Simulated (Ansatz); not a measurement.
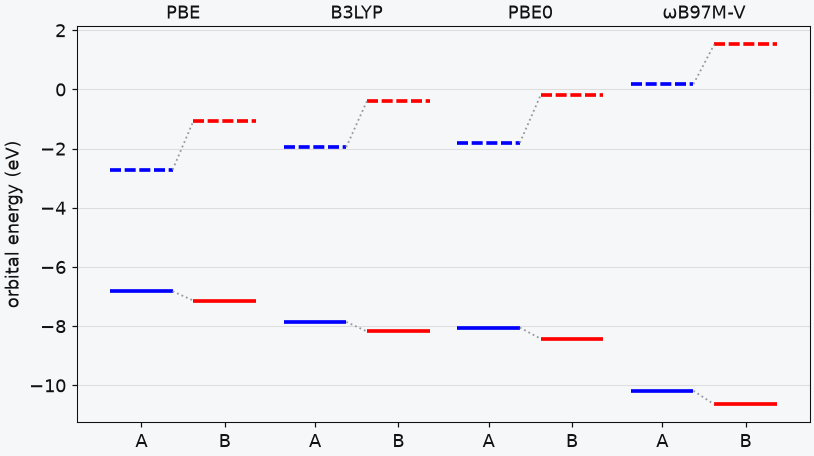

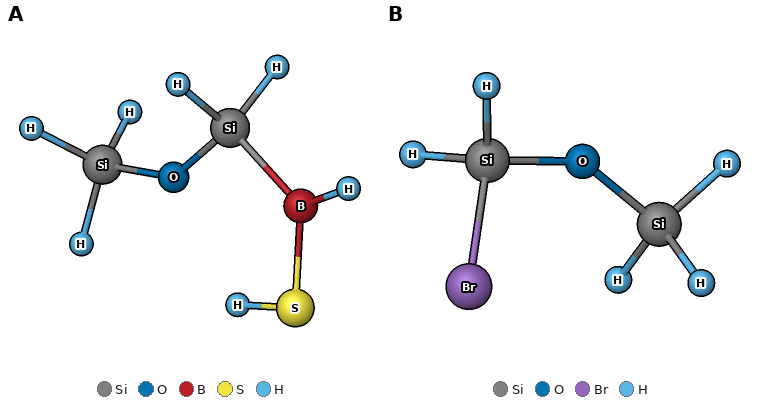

One change: A, BSi₂H₇SO (SMILES [SiH3]O[SiH2]BS), becomes B, Si₂H₅OBr (SMILES [SiH3]O[SiH2]Br). BH₂S (bound through B) on Si is replaced by Br. HOMO (solid) and LUMO (dashed) computed in def2-TZVPP at PBE0-D4/def2-TZVP geometries, both minima by their frequencies, gas phase, the Ansatz code 0.2.0. Empty levels above zero depend strongly on the basis.

Question: What does the change do to HOMO and LUMO?

Answer: PBE: the HOMO falls by 0.32 eV, the LUMO rises by 1.65 eV, and the separation goes from 4.11 to 6.07 eV. B3LYP: the HOMO falls by 0.32 eV, the LUMO rises by 1.57 eV, and the separation goes from 5.90 to 7.79 eV. PBE0: the HOMO falls by 0.38 eV, the LUMO rises by 1.61 eV, and the separation goes from 6.24 to 8.23 eV. ωB97M-V: the HOMO falls by 0.46 eV, the LUMO rises by 1.34 eV, and the separation goes from 10.36 to 12.16 eV.

Question: Do the functionals agree on the effect?

Answer: They agree on the direction for both levels; the HOMO shift lies between −0.46 and −0.32 eV and the LUMO shift between 1.34 and 1.65 eV, while the separations themselves differ by up to 6.3 eV between functionals.

Caveats: one conformer of each flexible molecule.
